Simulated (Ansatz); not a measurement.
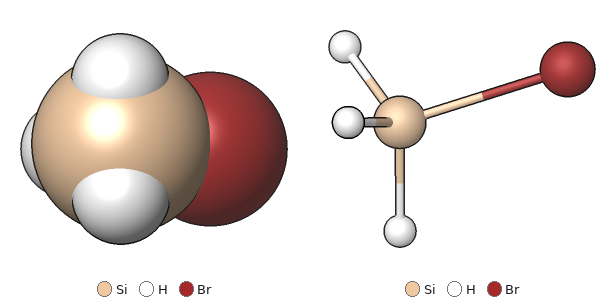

Both panels show the same species.

The geometry was computed by an optimisation with PBE0-D4/def2-TZVP.

What is the molecular formula?

BrH₃Si, 5 atoms: 1 bromine, 3 hydrogen and 1 silicon.

How many atoms are distinct by symmetry?

3: 1 Si, 3 H, 1 Br.

What is the point group of this geometry?

C3v.

More results for the same structure follow; atom numbers are the same in all pictures, views and colours differ.

## Electronic properties

Properties computed with RKS PBE0-D4/def2-TZVPP (Ansatz 0.2.0).

Give the HOMO energy (Kohn–Sham orbital) at this level.

−8.48 eV.

What is the HOMO–LUMO gap?

8.12 eV.

## Dipole moment

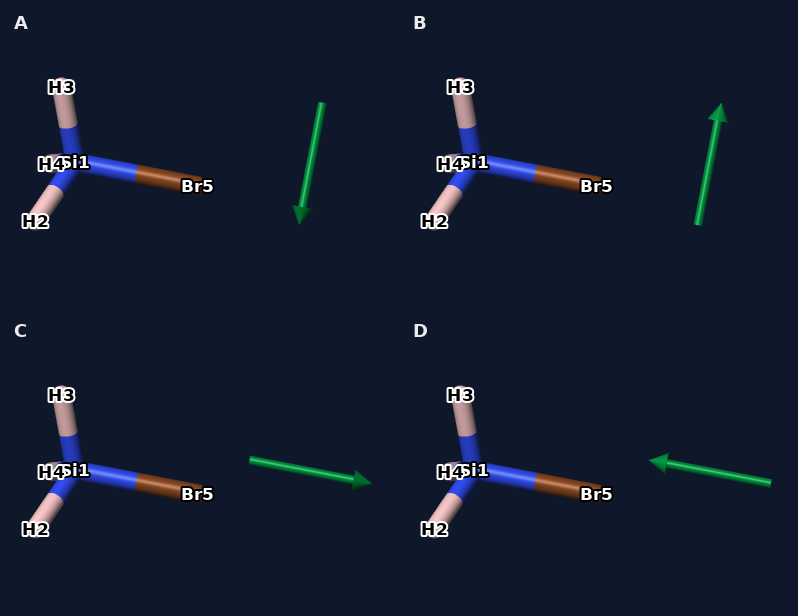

The same molecule four times, each with an arrow. Method: RKS PBE0-D4/def2-TZVP (Ansatz 0.2.0).

Which arrow points along the dipole moment, from the negative to the positive end?

D. The dipole moment is 1.30 D; it points from the side of Br5 to the side of H2, H3, H4 (the outermost atoms at the two ends).

## Charges

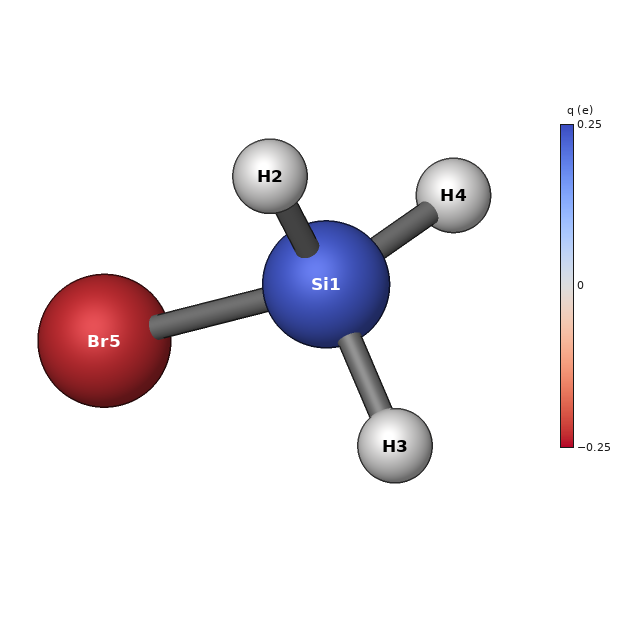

Atoms are coloured by their Mulliken charges. Properties computed with RKS PBE0-D4/def2-TZVP (Ansatz 0.2.0).

Give the Mulliken charges atom by atom.

| atom | value (e) |
| --- | --- |
| Si1 | 0.24 |
| H2 | 0.00 |
| H3 | 0.00 |
| H4 | 0.00 |
| Br5 | −0.23 |

Mulliken values depend strongly on the basis set and can even reverse the polarity of a bond.
